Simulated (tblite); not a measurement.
## Geometry relaxation of GeBH3O4F

- system: GeBH3O4F, multiplicity 2, SMILES OB(O)[O][Ge]([OH])[F]
- method: GFN2-xTB geometry optimisation, gas phase (tblite 0.8.0)

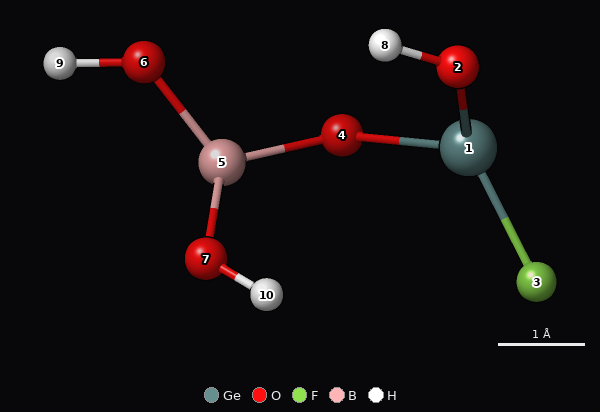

Fig. 1: The input geometry (ball-and-stick view, seen at a tilt; atoms are numbered from 1 in the order of the input). Sticks mark near contacts. Bond lengths as drawn: B–O 1.50 to 1.51 Å, F–Ge 1.76 Å, Ge–O 1.87 to 1.88 Å and H–O 0.95 to 0.99 Å.

Results in brief:

- outcome: converged
- total energy: −704.9605 eV
- hardware: 1 CPU thread, shared host
- wall time: 2.4 s
- peak memory: 0.18 GiB

The input:
```
{"job": {"kind": "relax", "xc": "GFN2-xTB", "basis": "xTB"}, "charge": 0, "multiplicity": 2}
Ge    -0.267740    -0.855776    -1.552465
O     -0.205629    -1.544368     0.181091
F     -1.857034    -0.459651    -2.204875
O      1.136318     0.303215    -2.018263
B      1.499515     1.531340    -1.240069
O      2.771966     1.454034    -0.454176
O      0.368462     2.287210    -0.594839
H      0.255692    -1.106529     0.932056
H      3.326801     2.219556    -0.169639
H     -0.520185     1.965418    -0.544077
```

The first line tells a small driver script what to run in tblite; the rest is the geometry in Å.

Launch command:
```bash
OMP_NUM_THREADS=1 python <driver script> task.json out
```

Output:
```
step      E/eV     max force
  0    -702.45721    3.785
  1    -703.17136    2.724
  2    -703.81719    2.357
  3    -703.94944    0.969
  4    -704.07938    1.165
  5    -704.21802    1.334
  6    -704.28831    1.154
  7    -704.38190    0.775
  8    -704.44466    0.778
  9    -704.50488    0.652
 10    -704.53172    0.444
 11    -704.54938    0.392
 12    -704.57010    0.511
 13    -704.58291    0.315
 14    -704.58939    0.219
 15    -704.59315    0.195
 16    -704.59699    0.209
 17    -704.59966    0.165
 18    -704.60125    0.097
 19    -704.60269    0.160
 20    -704.60458    0.214
 21    -704.60677    0.176
 22    -704.60916    0.234
 23    -704.61182    0.220
 24    -704.61492    0.191
 25    -704.61799    0.195
 26    -704.62068    0.166
 27    -704.62338    0.222
 28    -704.62714    0.264
 29    -704.63235    0.345
 30    -704.63925    0.356
 31    -704.64677    0.400
 32    -704.65683    0.402
 33    -704.66959    0.416
 34    -704.69116    0.722
 35    -704.70667    0.447
 36    -704.72579    0.391
 37    -704.73836    0.282
 38    -704.75262    0.278
 39    -704.77497    0.385
 40    -704.80219    0.531
 41    -704.80011    0.896
 42    -704.83936    0.506
 43    -704.85151    0.299
 44    -704.85859    0.210
 45    -704.86124    0.157
 46    -704.86375    0.155
 47    -704.86685    0.155
 48    -704.87072    0.156
 49    -704.87411    0.170
 50    -704.87618    0.103
 51    -704.87741    0.107
 52    -704.87814    0.113
 53    -704.87894    0.158
 54    -704.88042    0.144
 55    -704.88262    0.188
 56    -704.88533    0.180
 57    -704.88765    0.153
 58    -704.88890    0.113
 59    -704.88948    0.076
 60    -704.88985    0.066
 61    -704.89023    0.052
 62    -704.89038    0.051
 63    -704.89069    0.053
 64    -704.89110    0.080
 65    -704.89172    0.093
 66    -704.89251    0.082
 67    -704.89325    0.070
 68    -704.89386    0.080
 69    -704.89433    0.108
 70    -704.89493    0.090
 71    -704.89582    0.105
 72    -704.89761    0.155
 73    -704.90060    0.342
 74    -704.90433    0.261
 75    -704.90681    0.746
 76    -704.91285    0.166
 77    -704.91560    0.196
 78    -704.91746    0.368
 79    -704.91939    0.265
 80    -704.92221    0.282
 81    -704.92435    0.093
 82    -704.92357    0.511
 83    -704.92615    0.072
 84    -704.92687    0.069
 85    -704.92732    0.304
 86    -704.92827    0.052
 87    -704.92865    0.046
 88    -704.92950    0.115
 89    -704.92985    0.043
 90    -704.93002    0.061
 91    -704.93022    0.059
 92    -704.93046    0.048
 93    -704.93074    0.031
 94    -704.93094    0.038
 95    -704.93105    0.045
 96    -704.93117    0.038
 97    -704.93131    0.028
 98    -704.93159    0.048
 99    -704.93206    0.065
100    -704.93269    0.069
101    -704.93327    0.070
102    -704.93378    0.048
103    -704.93420    0.083
104    -704.93468    0.048
105    -704.93506    0.140
106    -704.93555    0.053
107    -704.93588    0.026
108    -704.93610    0.027
109    -704.93626    0.029
110    -704.93635    0.046
111    -704.93640    0.022
112    -704.93646    0.064
113    -704.93653    0.054
114    -704.93680    0.024
115    -704.93695    0.035
116    -704.93717    0.053
117    -704.93729    0.028
118    -704.93737    0.026
119    -704.93742    0.018
120    -704.93745    0.017
121    -704.93750    0.019
122    -704.93757    0.031
123    -704.93768    0.041
124    -704.93781    0.053
125    -704.93797    0.075
126    -704.93824    0.087
127    -704.93868    0.083
128    -704.93944    0.110
129    -704.94057    0.159
130    -704.94208    0.185
131    -704.94378    0.184
132    -704.94497    0.137
133    -704.94670    0.143
134    -704.94822    0.146
135    -704.95021    0.119
136    -704.95231    0.164
137    -704.95350    0.074
138    -704.95415    0.141
139    -704.95080    0.605
140    -704.95527    0.066
141    -704.95587    0.069
142    -704.95649    0.089
143    -704.95789    0.144
144    -704.95848    0.064
145    -704.95899    0.055
146    -704.95936    0.062
147    -704.95961    0.048
148    -704.95981    0.033
149    -704.95992    0.059
150    -704.96001    0.068
151    -704.96018    0.038
152    -704.96030    0.017
153    -704.96036    0.018
154    -704.96041    0.016
155    -704.96043    0.013
156    -704.96045    0.012
157    -704.96046    0.008
```

Trajectory as extended XYZ (Å, eV, eV/Å), 21 of the 28 frames kept, from step=0 to step=157:
```
10
Properties=species:S:1:pos:R:3:forces:R:3 step=0 energy=-702.45721
Ge   -0.2677   -0.8558   -1.5525    2.1020  -1.0880   0.2100
O    -0.2056   -1.5444    0.1811    0.0350   0.7770   0.5590
F    -1.8570   -0.4597   -2.2049   -1.2520   0.5930  -0.1820
O     1.1363    0.3032   -2.0183    0.5380   2.9930   1.8070
B     1.4995    1.5313   -1.2401   -1.0920  -2.0620   2.9810
O     2.7720    1.4540   -0.4542   -1.9500   0.9810  -2.1770
O     0.3685    2.2872   -0.5948    3.4260  -0.6880  -1.2260
H     0.2557   -1.1065    0.9321   -0.3320  -0.3720  -0.9120
H     3.3268    2.2196   -0.1696   -1.2570  -0.7630  -0.4890
H    -0.5202    1.9654   -0.5441   -0.2180  -0.3710  -0.5700
10
Properties=species:S:1:pos:R:3:forces:R:3 step=6 energy=-704.28831
Ge   -0.0370   -0.9635   -1.5985   -0.5740  -0.4510  -0.1150
O    -0.2577   -1.4531    0.1473    0.0080   0.3040  -0.1390
F    -1.9084   -0.4047   -2.1708    0.6320  -0.0630   0.2680
O     1.0897    0.3700   -1.8483   -0.2500   0.5870   0.9620
B     1.4161    1.4124   -0.9664    0.2500  -0.0810  -0.6720
O     2.7317    1.4496   -0.6725   -0.1960   0.1840   0.0650
O     0.4832    2.3168   -0.5441    0.5950  -0.6980   0.1110
H     0.2708   -1.1102    0.8762    0.0110  -0.0540  -0.2960
H     3.1215    2.1992   -0.2176   -0.2830   0.0000  -0.0210
H    -0.4019    1.9780   -0.6705   -0.1920   0.2720  -0.1630
10
Properties=species:S:1:pos:R:3:forces:R:3 step=18 energy=-704.60125
Ge   -0.0530   -1.1015   -1.6132    0.0170   0.0880   0.0390
O    -0.3868   -1.3885    0.1288    0.0450   0.0310  -0.0520
F    -1.7050   -0.4157   -2.0779    0.0190  -0.0400  -0.0520
O     0.9459    0.3387   -1.7173   -0.0550  -0.0590   0.0450
B     1.4293    1.3702   -0.9706   -0.0430  -0.0530   0.0280
O     2.7499    1.4641   -0.7186   -0.0510  -0.0060  -0.0010
O     0.5596    2.2817   -0.4659    0.0400   0.0520  -0.0550
H     0.3265   -1.1326    0.7153    0.0040  -0.0760   0.0310
H     2.9948    2.2514   -0.2313    0.0150   0.0040  -0.0220
H    -0.3532    2.1266   -0.7146    0.0080   0.0590   0.0410
10
Properties=species:S:1:pos:R:3:forces:R:3 step=24 energy=-704.61492
Ge   -0.0465   -1.1055   -1.5999   -0.0070  -0.1100  -0.0760
O    -0.3943   -1.3758    0.1306   -0.0500  -0.0210   0.0510
F    -1.6805   -0.4487   -2.1218   -0.0500  -0.0250  -0.0320
O     0.9293    0.3280   -1.6822   -0.1330   0.0180  -0.0350
B     1.4087    1.3680   -0.9595    0.0780   0.1320  -0.0030
O     2.7299    1.4405   -0.7101    0.1210   0.0840   0.0680
O     0.5827    2.3368   -0.4961   -0.1900  -0.0030   0.0020
H     0.3448   -1.2085    0.7152    0.0250  -0.0630   0.0620
H     2.9873    2.2504   -0.2662    0.0310  -0.0460  -0.0180
H    -0.3532    2.2092   -0.6753    0.1750   0.0330  -0.0190
10
Properties=species:S:1:pos:R:3:forces:R:3 step=30 energy=-704.63925
Ge   -0.0333   -1.1467   -1.5888   -0.0970   0.1540   0.0930
O    -0.4090   -1.3750    0.1613    0.0430  -0.1070  -0.0310
F    -1.6766   -0.5343   -2.2162    0.1360  -0.1440   0.0750
O     0.8143    0.3743   -1.6185    0.1330   0.2250   0.0600
B     1.4031    1.4069   -0.9596   -0.0830  -0.0590   0.0770
O     2.7278    1.4319   -0.6886   -0.1080  -0.1110  -0.1990
O     0.6193    2.4283   -0.5303    0.3130   0.1500   0.0790
H     0.3580   -1.3854    0.7393   -0.1150  -0.0290  -0.0550
H     3.0242    2.2565   -0.3040   -0.0120  -0.0090   0.0390
H    -0.3196    2.3379   -0.6598   -0.2090  -0.0720  -0.1390
10
Properties=species:S:1:pos:R:3:forces:R:3 step=42 energy=-704.83936
Ge    0.1880   -0.9992   -1.3764    0.0980  -0.4710   0.1580
O    -0.4489   -1.6523    0.1856    0.2290   0.0460  -0.1420
F    -1.3284   -1.1749   -2.3706    0.0040   0.1700   0.0010
O     0.3001    0.7406   -1.1690   -0.4080   0.0200  -0.0810
B     1.2276    1.6691   -0.8832    0.3230   0.2850   0.0860
O     2.5404    1.3346   -0.8330   -0.0710  -0.1810   0.0720
O     0.8619    2.9500   -0.6314   -0.0120   0.0210  -0.0290
H     0.1205   -2.2493    0.6748   -0.1230   0.0710  -0.0200
H     3.1189    2.0401   -0.5451    0.0100   0.0550  -0.0710
H    -0.0720    3.1357   -0.7168   -0.0510  -0.0160   0.0250
10
Properties=species:S:1:pos:R:3:forces:R:3 step=48 energy=-704.87072
Ge    0.2331   -1.0255   -1.3817    0.0520   0.1100   0.0170
O    -0.3976   -1.6545    0.1548   -0.0820   0.0690   0.0000
F    -1.3026   -1.1370   -2.3595    0.0600   0.0570   0.0080
O     0.2639    0.7478   -1.1629   -0.0060   0.0370   0.0140
B     1.2088    1.6767   -0.8763    0.0030  -0.0440  -0.0210
O     2.5121    1.3053   -0.8039   -0.1220  -0.0950  -0.0220
O     0.8607    2.9695   -0.6564   -0.0750  -0.0560   0.0200
H     0.0899   -2.2608    0.7056    0.0770  -0.0690   0.0260
H     3.1182    2.0140   -0.5908    0.0060   0.0490  -0.0070
H    -0.0784    3.1589   -0.6942    0.0870  -0.0590  -0.0350
10
Properties=species:S:1:pos:R:3:forces:R:3 step=54 energy=-704.88042
Ge    0.2648   -0.9928   -1.3416   -0.0230   0.0170  -0.0500
O    -0.4042   -1.6634    0.1620    0.0790  -0.0370   0.1140
F    -1.2343   -1.1296   -2.3606    0.0310   0.0250  -0.0430
O     0.2160    0.7779   -1.1353    0.0000  -0.0300   0.0410
B     1.1874    1.6795   -0.8655   -0.0070   0.0270  -0.0270
O     2.4810    1.2714   -0.8129   -0.0100   0.1280   0.0340
O     0.8756    2.9814   -0.6515   -0.0490  -0.0340  -0.0090
H     0.0876   -2.3008    0.6801   -0.0450   0.0460  -0.0390
H     3.0935    1.9884   -0.6289   -0.0240  -0.1350  -0.0250
H    -0.0592    3.1825   -0.7112    0.0480  -0.0070   0.0040
10
Properties=species:S:1:pos:R:3:forces:R:3 step=66 energy=-704.89251
Ge    0.3172   -0.9222   -1.2631    0.0400   0.0300  -0.0260
O    -0.3473   -1.6503    0.2164    0.0020   0.0470   0.0470
F    -1.0661   -1.1663   -2.4363   -0.0130  -0.0030   0.0050
O     0.0978    0.8369   -1.0027   -0.0070  -0.0270  -0.0230
B     1.1158    1.7144   -0.8363   -0.0130  -0.0100  -0.0320
O     2.3771    1.2108   -0.8414    0.0470  -0.0130   0.0130
O     0.8964    3.0393   -0.6826   -0.0800  -0.0150   0.0100
H     0.0693   -2.4098    0.6192   -0.0220  -0.0400  -0.0090
H     3.0768    1.8548   -0.7251   -0.0070   0.0140  -0.0020
H    -0.0287    3.2868   -0.7132    0.0540   0.0180   0.0170
10
Properties=species:S:1:pos:R:3:forces:R:3 step=72 energy=-704.89761
Ge    0.3251   -0.9271   -1.2806   -0.0280  -0.0100   0.0190
O    -0.3187   -1.5862    0.2425    0.1150  -0.0890   0.0520
F    -1.0852   -1.2001   -2.4232    0.0100   0.0000   0.0000
O     0.1079    0.8242   -1.0439    0.1150   0.0860  -0.0120
B     1.1194    1.7061   -0.8442    0.0780  -0.0370  -0.0650
O     2.3918    1.2173   -0.8342   -0.1030   0.0560  -0.0120
O     0.8828    3.0264   -0.6804    0.0340  -0.0230   0.0650
H     0.0407   -2.4021    0.5927   -0.0980   0.0360  -0.0230
H     3.0868    1.8677   -0.7101   -0.1020  -0.0310   0.0000
H    -0.0424    3.2683   -0.6838   -0.0210   0.0120  -0.0240
10
Properties=species:S:1:pos:R:3:forces:R:3 step=84 energy=-704.92687
Ge    0.3955   -0.9062   -1.2871    0.0050   0.0060  -0.0160
O    -0.1127   -1.4527    0.3293    0.0330  -0.0130   0.0260
F    -1.0561   -1.3734   -2.3263   -0.0160  -0.0080  -0.0150
O     0.1122    0.8547   -1.1881    0.0090   0.0090   0.0240
B     1.1108    1.7240   -0.8919    0.0020  -0.0050   0.0020
O     2.3745    1.2244   -0.8914   -0.0150  -0.0170   0.0190
O     0.8598    3.0209   -0.6083    0.0180  -0.0160  -0.0320
H    -0.1874   -2.3913    0.4995   -0.0320  -0.0060  -0.0110
H     3.0784    1.8332   -0.6648   -0.0370   0.0580  -0.0030
H    -0.0668    3.2609   -0.6363    0.0320  -0.0060   0.0070
10
Properties=species:S:1:pos:R:3:forces:R:3 step=90 energy=-704.93002
Ge    0.4156   -0.9043   -1.2924   -0.0150   0.0000   0.0060
O    -0.0469   -1.4478    0.3408    0.0160   0.0400  -0.0030
F    -1.0459   -1.4219   -2.3034   -0.0040   0.0020   0.0070
O     0.1020    0.8577   -1.1980    0.0160  -0.0050   0.0070
B     1.1030    1.7233   -0.9027    0.0070   0.0060   0.0210
O     2.3669    1.2231   -0.8998   -0.0040   0.0190   0.0230
O     0.8674    3.0217   -0.6144   -0.0170  -0.0160  -0.0090
H    -0.2523   -2.3717    0.4769   -0.0190  -0.0560  -0.0130
H     3.0551    1.8436   -0.6556    0.0020   0.0090  -0.0230
H    -0.0568    3.2707   -0.6167    0.0190   0.0010  -0.0160
10
Properties=species:S:1:pos:R:3:forces:R:3 step=96 energy=-704.93117
Ge    0.4102   -0.9031   -1.2796   -0.0070   0.0050   0.0050
O    -0.0696   -1.4689    0.3402    0.0090  -0.0360   0.0070
F    -1.0367   -1.4244   -2.3128    0.0010   0.0150   0.0070
O     0.0956    0.8589   -1.1686    0.0040  -0.0100   0.0160
B     1.0998    1.7261   -0.8893   -0.0020  -0.0070  -0.0090
O     2.3628    1.2246   -0.8864    0.0140   0.0060   0.0010
O     0.8768    3.0307   -0.6247    0.0050   0.0150   0.0020
H    -0.2413   -2.4030    0.4644   -0.0140   0.0200  -0.0140
H     3.0522    1.8565   -0.6779    0.0150   0.0010  -0.0010
H    -0.0416    3.2971   -0.6305   -0.0240  -0.0080  -0.0140
10
Properties=species:S:1:pos:R:3:forces:R:3 step=108 energy=-704.93610
Ge    0.4317   -0.9154   -1.2434   -0.0140   0.0050   0.0010
O    -0.0150   -1.5552    0.3595   -0.0020   0.0090  -0.0120
F    -1.0540   -1.3960   -2.2429    0.0160   0.0070   0.0010
O     0.1243    0.8431   -1.0933    0.0050   0.0030   0.0100
B     1.1170    1.7403   -0.8721   -0.0010  -0.0040  -0.0070
O     2.3888    1.2641   -0.8665   -0.0030   0.0110  -0.0140
O     0.8628    3.0520   -0.6730    0.0000  -0.0060  -0.0150
H    -0.3584   -2.4487    0.3809   -0.0120  -0.0200   0.0140
H     3.0732    1.9151   -0.7072    0.0020   0.0120   0.0090
H    -0.0623    3.2951   -0.7071    0.0100  -0.0170   0.0130
10
Properties=species:S:1:pos:R:3:forces:R:3 step=114 energy=-704.93680
Ge    0.4306   -0.9259   -1.2382   -0.0140   0.0140   0.0010
O    -0.0196   -1.5766    0.3573   -0.0070  -0.0050   0.0120
F    -1.0676   -1.3679   -2.2324    0.0100  -0.0050  -0.0120
O     0.1405    0.8312   -1.0707    0.0090  -0.0040  -0.0020
B     1.1275    1.7389   -0.8708    0.0010  -0.0110  -0.0050
O     2.4050    1.2808   -0.8657    0.0070   0.0000  -0.0070
O     0.8603    3.0503   -0.6908    0.0080   0.0220   0.0020
H    -0.3779   -2.4645    0.3757   -0.0050  -0.0070   0.0070
H     3.0766    1.9458   -0.7090    0.0070   0.0020  -0.0050
H    -0.0672    3.2823   -0.7207   -0.0160  -0.0070   0.0100
10
Properties=species:S:1:pos:R:3:forces:R:3 step=120 energy=-704.93745
Ge    0.4194   -0.9248   -1.2259    0.0050  -0.0040   0.0100
O    -0.0621   -1.5812    0.3601   -0.0020  -0.0050  -0.0070
F    -1.0583   -1.3494   -2.2566    0.0020  -0.0050  -0.0100
O     0.1438    0.8317   -1.0529    0.0090  -0.0050   0.0020
B     1.1327    1.7412   -0.8700   -0.0040   0.0010   0.0040
O     2.4110    1.2854   -0.8715    0.0040   0.0050   0.0000
O     0.8630    3.0539   -0.6976    0.0000  -0.0020   0.0070
H    -0.3574   -2.4921    0.3844   -0.0090   0.0140   0.0040
H     3.0829    1.9514   -0.7189   -0.0030   0.0000  -0.0140
H    -0.0669    3.2784   -0.7162   -0.0030   0.0000   0.0050
10
Properties=species:S:1:pos:R:3:forces:R:3 step=132 energy=-704.94497
Ge    0.4987   -0.9507   -1.1035   -0.0310   0.0360   0.1080
O    -0.1936   -1.6363    0.3929    0.0530   0.0980  -0.0210
F    -0.8244   -1.3681   -2.3217   -0.0380  -0.0290  -0.0530
O     0.1810    0.8027   -0.9055    0.1070  -0.0860  -0.0070
B     1.1502    1.7497   -0.8579   -0.1050   0.0520   0.0180
O     2.4401    1.3500   -0.9869    0.0350   0.0330   0.0030
O     0.8412    3.0539   -0.6837    0.0890   0.0360  -0.0060
H    -0.5843   -2.5074    0.3428   -0.0270  -0.0650  -0.0320
H     3.0913    2.0528   -0.9331   -0.0460  -0.0490  -0.0140
H    -0.0919    3.2480   -0.6087   -0.0380  -0.0260   0.0050
10
Properties=species:S:1:pos:R:3:forces:R:3 step=138 energy=-704.95415
Ge    0.5675   -0.9919   -0.9258   -0.0880  -0.0370  -0.0250
O    -0.4135   -1.6580    0.4061    0.0640   0.0630  -0.0230
F    -0.5316   -1.3954   -2.3862    0.0500   0.0120   0.0450
O     0.2777    0.7525   -0.7279    0.0920   0.0790   0.0230
B     1.1851    1.7577   -0.8384    0.0090  -0.0300   0.0060
O     2.4721    1.4351   -1.1250   -0.0420   0.0710   0.0070
O     0.8212    3.0475   -0.6514   -0.1250  -0.0590  -0.0250
H    -0.8212   -2.5101    0.2557   -0.0230  -0.0380  -0.0190
H     3.0639    2.1872   -1.2002   -0.0340  -0.0800   0.0110
H    -0.1131    3.1697   -0.4721    0.0970   0.0180   0.0000
10
Properties=species:S:1:pos:R:3:forces:R:3 step=144 energy=-704.95848
Ge    0.5970   -0.9892   -0.8690   -0.0140   0.0090   0.0300
O    -0.4334   -1.6854    0.4015   -0.0080  -0.0290   0.0030
F    -0.4291   -1.3870   -2.3736    0.0030   0.0130  -0.0120
O     0.2920    0.7526   -0.6278    0.0140   0.0150  -0.0110
B     1.1763    1.7635   -0.8240    0.0050  -0.0210  -0.0090
O     2.4497    1.4373   -1.1510    0.0580  -0.0270  -0.0050
O     0.8041    3.0552   -0.6864    0.0010  -0.0130   0.0080
H    -0.8806   -2.5069    0.1926    0.0230   0.0300  -0.0060
H     3.0477    2.1768   -1.2721   -0.0380  -0.0130  -0.0040
H    -0.1155    3.1775   -0.4553   -0.0450   0.0360   0.0070
10
Properties=species:S:1:pos:R:3:forces:R:3 step=156 energy=-704.96045
Ge    0.6284   -0.9801   -0.7829   -0.0020  -0.0040   0.0030
O    -0.4784   -1.7149    0.3981    0.0060   0.0110   0.0000
F    -0.2862   -1.3488   -2.3675    0.0010   0.0020   0.0010
O     0.2969    0.7566   -0.5259   -0.0100  -0.0030   0.0000
B     1.1641    1.7622   -0.8050   -0.0010   0.0030  -0.0030
O     2.4220    1.4214   -1.1792    0.0040   0.0040   0.0040
O     0.7949    3.0581   -0.7035   -0.0060   0.0010  -0.0020
H    -0.9214   -2.5166    0.1193   -0.0030  -0.0090  -0.0030
H     3.0037    2.1579   -1.3726    0.0040  -0.0010  -0.0030
H    -0.1160    3.1986   -0.4460    0.0080  -0.0030   0.0030
10
Properties=species:S:1:pos:R:3:forces:R:3 step=157 energy=-704.96046
Ge    0.6283   -0.9804   -0.7826    0.0000  -0.0020   0.0020
O    -0.4792   -1.7143    0.3982    0.0020   0.0040  -0.0020
F    -0.2855   -1.3486   -2.3676    0.0000   0.0010   0.0000
O     0.2971    0.7563   -0.5263   -0.0060   0.0010  -0.0020
B     1.1642    1.7620   -0.8057   -0.0040   0.0050   0.0040
O     2.4223    1.4216   -1.1794    0.0000   0.0010   0.0020
O     0.7948    3.0579   -0.7036   -0.0030  -0.0040  -0.0030
H    -0.9215   -2.5165    0.1192   -0.0010  -0.0040   0.0000
H     3.0036    2.1583   -1.3727    0.0070   0.0020  -0.0040
H    -0.1159    3.1980   -0.4448    0.0060  -0.0020   0.0020
```
